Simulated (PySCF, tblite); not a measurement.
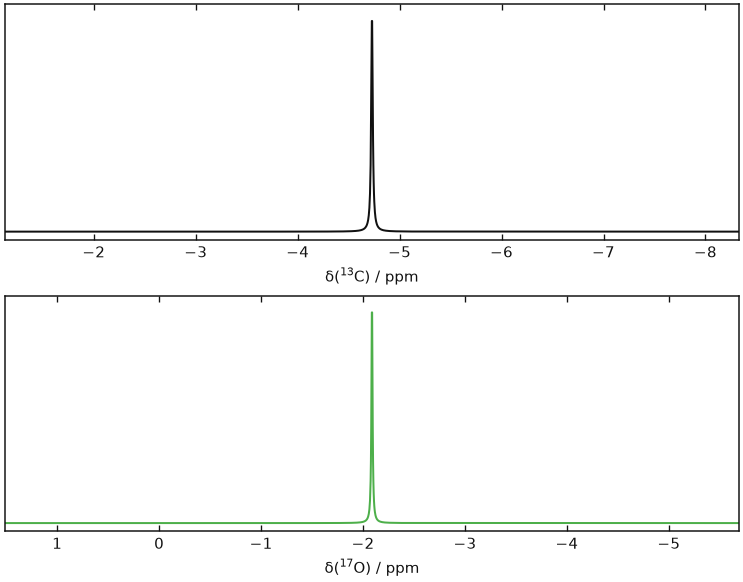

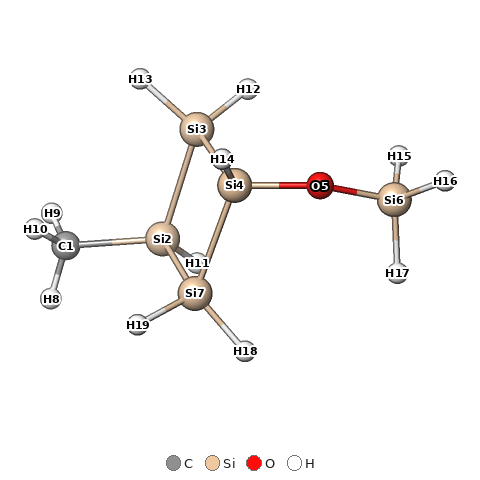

Spectrum and numbered structure of CH₁₂OSi₅, SMILES C[Si@H]1[SiH2][Si@H](O[SiH3])[SiH2]1. GIAO shifts, PBE0/pcSseg-1 with PySCF, at a GFN2-xTB geometry (a minimum by its frequencies), against TMS for ¹³C and H₂O for ¹⁷O computed at the same level (¹⁷O: a single water molecule, while the usual scale starts at liquid water and gives values some tens of ppm lower). Gas phase, fully decoupled, line heights follow the number of nuclei, widths are arbitrary (no quadrupolar broadening); values of one conformer, averaged over methyl-type rotors and exact or near symmetry; other conformers aren't averaged in.

Where does the ¹³C line lie?

Answer. At −4.7 ppm (C1).

Where does the ¹⁷O line lie?

Answer. At −2.1 ppm (O5).

Caveats: the tight-binding geometry is rougher than a DFT one and adds to the error.
